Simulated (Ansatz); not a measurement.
# Fields on a plane of ZnCu2SnSe4 (kesterite type, space group I-4)

```yaml
crystal:
  lattice:
    - [-2.88187, 2.88187, 5.76308]
    - [2.88187, -2.88187, 5.76308]
    - [2.88187, 2.88187, -5.76308]
  atoms:
    - { symbol: Cu, position: [0.00000, 0.00000, 0.00000] }
    - { symbol: Cu, position: [0.75000, 0.25000, 0.50000] }
    - { symbol: Zn, position: [0.25000, 0.75000, 0.50000] }
    - { symbol: Sn, position: [0.50000, 0.50000, 0.00000] }
    - { symbol: Se, position: [0.63877, 0.62946, 0.52869] }
    - { symbol: Se, position: [0.10077, 0.11008, 0.47131] }
    - { symbol: Se, position: [0.37054, 0.89923, 0.00931] }
    - { symbol: Se, position: [0.88992, 0.36123, 0.99069] }
```

The slice is a (1 0 -1) plane (indices of the conventional cell) through the point (0.000, 0.000, 0.000) (fractional), spanned by u = [101] and v = [121] in vectors of this cell: u (5.76 Å) and v (12.89 Å, at 90° to u). It covers one period; positions are fractions (u, v).

Atoms on it: Cu at (0.00, 0.00); Cu at (0.50, 0.50). Other atoms lie within 1 Å of the plane.

Level of theory: PBE (plane waves to 420 eV, PAW, scalar-relativistic; Ansatz, a program for electronic structure). k mesh 8×8×8. These are valence fields of a PAW run, semicore shells included where kept as valence: close to a nucleus they are smooth pseudo fields. At this level the bands of ZnCu2SnSe4 touch or barely overlap. The PAW data are Ansatz's earlier set. ZnCu2SnSe4 is run without spin polarisation. ZnCu2SnSe4 was relaxed with its symmetry unable to fall.

```
|#*-:.   .::-*|
|=-:..  .:----|
|::.. ..:-===-|
|:.   .:-=+*+=|
|:.  ..:-==+=-|
|:....:::-==--|
|:::::::::::::|
|:--==-:....::|
|:-=++=-.  ..:|
|:-=*+=-..  ..|
|:-====-:.....|
|.:----=--:.. |
| ..:-=##=:.. |
|  .:-+@@+-:. |
|  .:-=##=:.. |
|.::---=--:.. |
|:-====-:.....|
|:-=++=-:.  ..|
|:-=++=-.   .:|
|:--==-:.....:|
|:::::::::::::|
|:....::--==--|
|:.  ..:-=++=-|
|:.  ..:-=+*+-|
|::.....:-=+=-|
|=-:.. ..:----|
|#*-:.   .::-*|
|@#=:.    .:=#|
```
Scale: ten equal steps from -1.90 (start of ' ') to 1.90 (end of '@'), in the order ' .:-=+*#%@'. Values: log₁₀ of the valence density in e/Å³. The map has 13 points along u (one character each, u = 0 at the left) and 28 along v (v = 0 in the bottom row). The scale is logarithmic, as a density can span decades between atoms and voids.

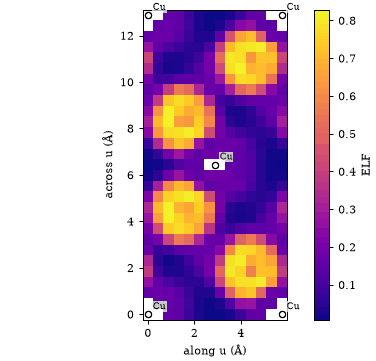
*Electron localisation function (ELF), one period of the plane, atoms marked. Points within 0.5 Å of a nucleus are left white, as the pseudised field means little there.*
